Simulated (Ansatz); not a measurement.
Input file:

```
crystal:
  periodic: [false, false, false]
  atoms:
    - { symbol: W, position_ang: [0.307033, 0.25478, -0.349238] }
    - { symbol: H, position_ang: [0.305924, 0.253361, 2.567265] }
    - { symbol: H, position_ang: [1.417549, -0.741088, 0.438218] }
    - { symbol: H, position_ang: [-0.686915, 1.375935, 0.445583] }
    - { symbol: H, position_ang: [-1.364897, -0.109118, -0.290296] }
    - { symbol: H, position_ang: [-0.242648, -1.305647, 0.094288] }
    - { symbol: O, position_ang: [0.553182, 0.223292, -2.186459] }
    - { symbol: H, position_ang: [0.181119, 0.866576, -2.820345] }
    - { symbol: F, position_ang: [1.503747, 1.539937, 0.364666] }
    - { symbol: H, position_ang: [0.711708, 0.682472, 2.146118] }
basis:
  gaussian: { orbitals: def2-SVP }
hamiltonian:
  xc: pbe
relax:
  f_tol: 0.03
  max_steps: 50
output:
  orbitals: {}
```

Launched as:

```sh
ansatz run input.yaml --threads 2 --pin off --max-ram 3072MiB --backend cpu --events-out ev --progress --plain --runs-dir out
```

The fields are those of the run's last geometry, not of the input's.

Core potentials replace the inner electrons of W.

These are results of RKS PBE/def2-SVP (Ansatz), not measurements.

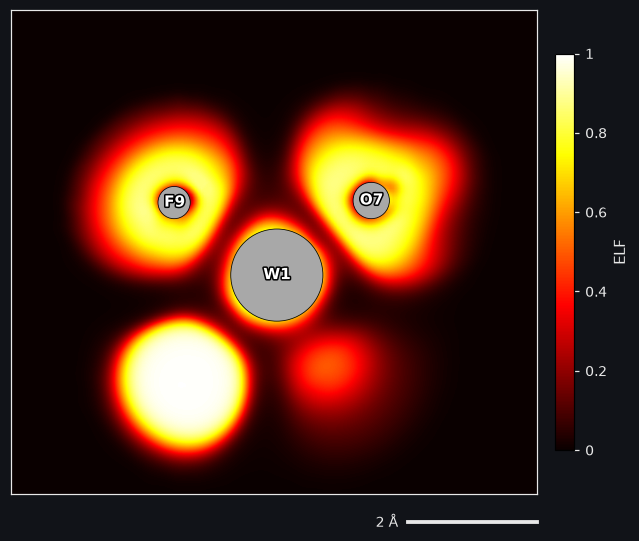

FH7OW. Electron localisation function on the plane of atoms O7, W1 and F9. Grey discs cover the atomic cores.

**Interpret the plot.**

- The section cuts through W, O and F sites.
- W–O (1.86 Å): the ELF peaks at about 0.85 in the valence shell of O, 0.5 Å from its nucleus, and drops to about 0.20 between the two atoms.
- W–F (1.95 Å): the ELF peaks at about 0.85 in the valence shell of F, 0.5 Å from its nucleus, and drops to about 0.20 between the two atoms.
